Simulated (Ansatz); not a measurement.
The starting structures come from a database of crystals and need not be the phases stable at ambient conditions.

 Where the default PAW files enter, the runs use the earlier of Ansatz's two default sets.

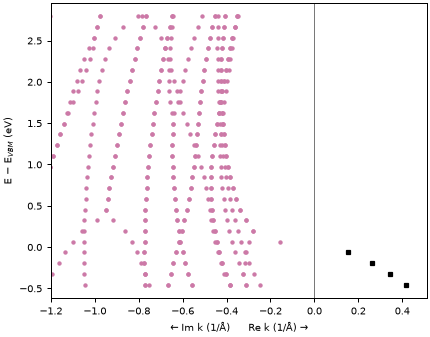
Fig. 1. Complex bands at the centre of the two-dimensional zone; r2SCAN run with Ansatz (a program for electronic structure)

The gap is the functional's own. No spin-orbit coupling. Mid-gap values are interpolated on the energy grid.

**Question.** This is HfNCl (R-3m, not sure to be the ambient phase, 6 atoms a cell, 17.0 Å³ an atom) along the normal of (101). Read off the slowest decay at the centre of the two-dimensional zone at 1.24 eV, the computed energy nearest the middle of the gap.

**Answer.** κ ≈ 0.41 1/Å, a decay length 1/(2κ) of the density of 1.2 Å.
